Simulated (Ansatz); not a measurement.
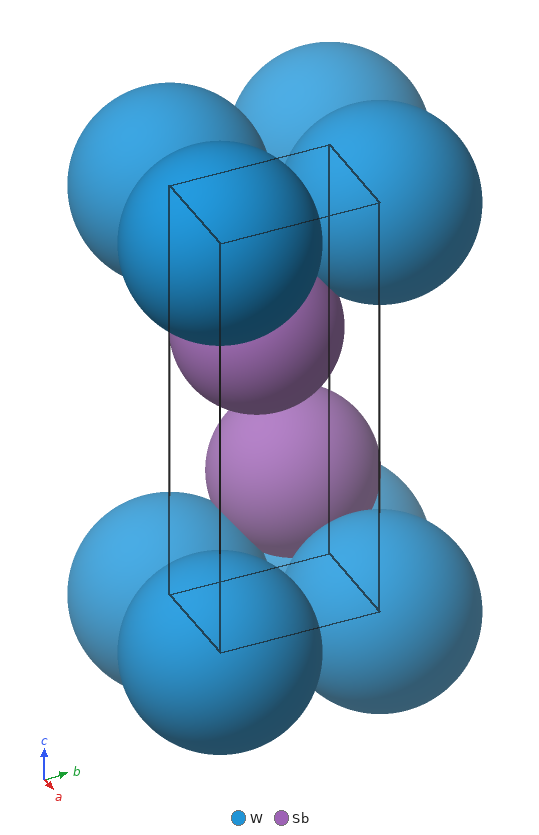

View slightly off an axis, drawn as a space-filling model. The conventional unit cell is drawn as a box.

Sb2W, space group P-3m1 (No. 164), a = 3.465 Å, b = 3.465 Å, c = 6.717 Å, α = 90.00°, β = 90.00°, γ = 120.00°. Origin of the cell: a structure type filled with these elements by a generator (whether the compound takes this form wasn't checked). Earlier steps of the study, as a rule a relaxation of our own, may have changed the cell and positions, so they can lie some per cent off the listed ones. It went into a calculation with Ansatz.

This one geometry was computed with Ansatz (DFT, plane waves, PAW) at four levels of theory: LDA, r2SCAN, PBE with spin-orbit coupling and PBEsol.

Which level gives the highest pressure at this volume, and what does that say about its equilibrium volume?

Answer. Highest: PBE with spin-orbit coupling (0.2 GPa), which points to the largest equilibrium volume. Lowest, with the smallest volume: LDA (-6.5 GPa). Levels within 0.5 GPa of each other can't be told apart.

How does the band gap change with the level of theory?

Answer. All levels give a metal.

Collect the results in a table.

Answer.
| level | cutoff (eV) | k-mesh of the run's cell | gap (eV) | pressure (GPa) |
| --- | --- | --- | --- | --- |
| LDA | 420 | 12×12×6 | metal | -6.5 |
| r2SCAN | 500 | 12×12×6 | metal | -1.6 |
| PBE with spin-orbit coupling | 420 | 12×12×6 | metal | 0.2 |
| PBEsol | 420 | 12×12×6 | metal | -4.3 |

Gaps are taken on the k-mesh or band path of each run.
